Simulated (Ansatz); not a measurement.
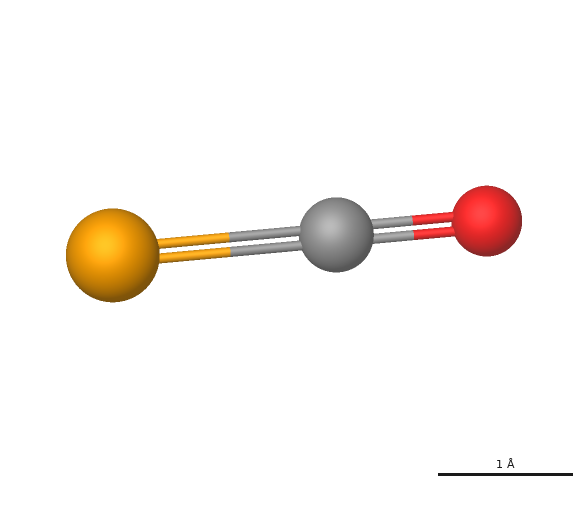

The picture shows a molecular structure as a ball-and-stick model. Double and triple bonds are drawn as two and three sticks. Colours: oxygen red, carbon grey, selenium orange.

The computed structure is the end point of a PBE0-D4/def2-TZVP optimisation.

Count the atoms of each element.

COSe, 3 atoms: 1 carbon, 1 oxygen and 1 selenium.

How many bonds of each kind are drawn?

1 C–O, 1 C–Se.

The parts below concern this one geometry. Atoms keep their numbers from picture to picture.

Symmetry

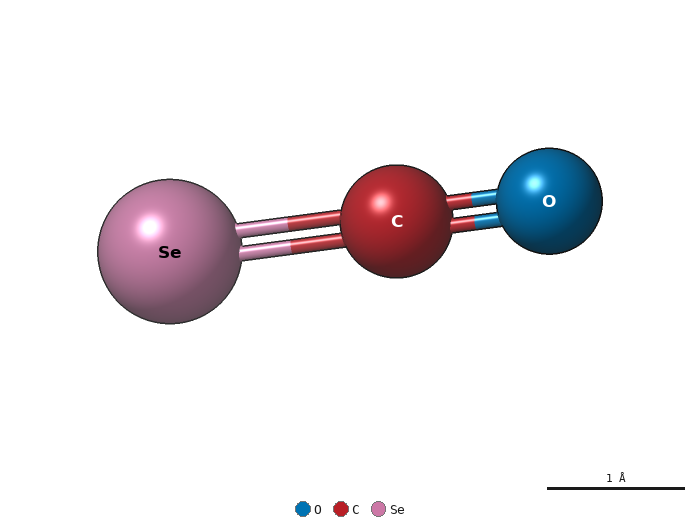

Distant atoms are faded towards the background colour. Masses are those of the most abundant isotopes; constants are for the rigid equilibrium geometry.

Classify the rotor and give the rotational constants (GHz).

A linear rotor (C∞v) with B = 4.05 GHz.

Vibrations

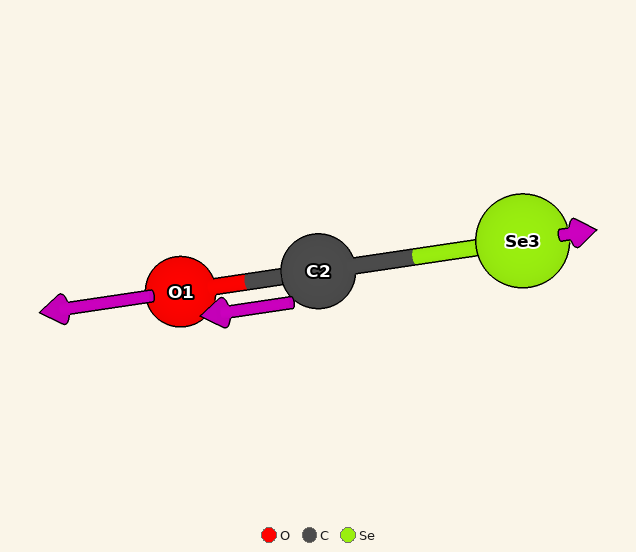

The arrows show one normal mode. Harmonic vibrations computed with RKS PBE0-D4/def2-TZVP (Ansatz 0.2.0) at a stationary point of the same level.

What kind of motion is it?

Mostly C–Se stretching.

Estimate its harmonic wavenumber.

677 cm⁻¹; it is mode 3 of 4 counted from the lowest.

Dipole moment

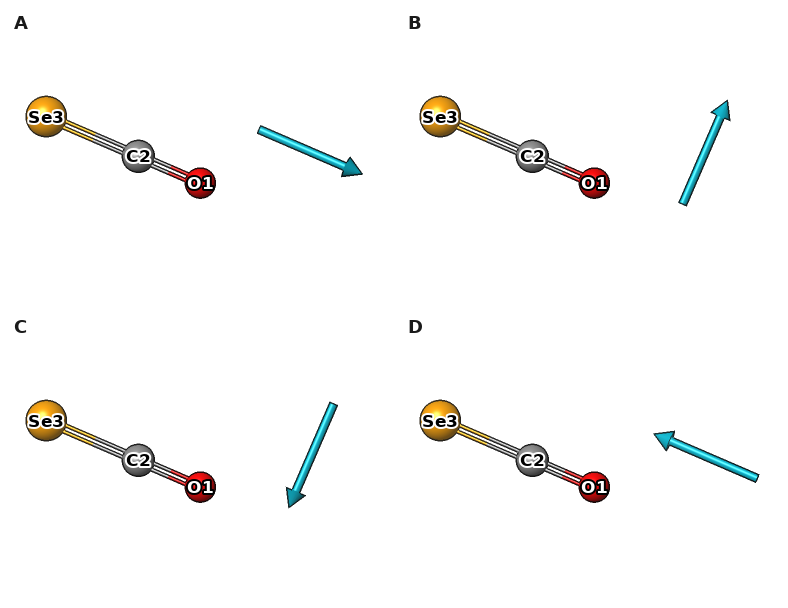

The same molecule four times, each with an arrow. Properties computed with RKS B3LYP-D4/def2-TZVPP (Ansatz 0.2.0).

Which arrow points along the dipole moment, from the negative to the positive end?

D. The dipole moment is 0.77 D; it points from the side of O1 to the side of Se3 (the outermost atoms at the two ends).

Levels of theory compared

Program: Ansatz 0.2.0.

Compare HOMO–LUMO gap (eV), vertical IP (eV) at these levels: B3LYP-D4/def2-TZVPP; PBE-D4/def2-TZVPP; PBE0-D4/def2-TZVPP; r2SCAN-D4/def2-TZVPP; ωB97M-V/def2-TZVPP; ωB97X-V/def2-TZVPP.

```
               level  HOMO–LUMO gap (eV)  vertical IP (eV)
 B3LYP-D4/def2-TZVPP                6.58             10.60
   PBE-D4/def2-TZVPP                5.00             10.51
  PBE0-D4/def2-TZVPP                7.05             10.55
r2SCAN-D4/def2-TZVPP                5.47             10.58
  ωB97M-V/def2-TZVPP               11.30             10.44
  ωB97X-V/def2-TZVPP               11.46             10.50
```
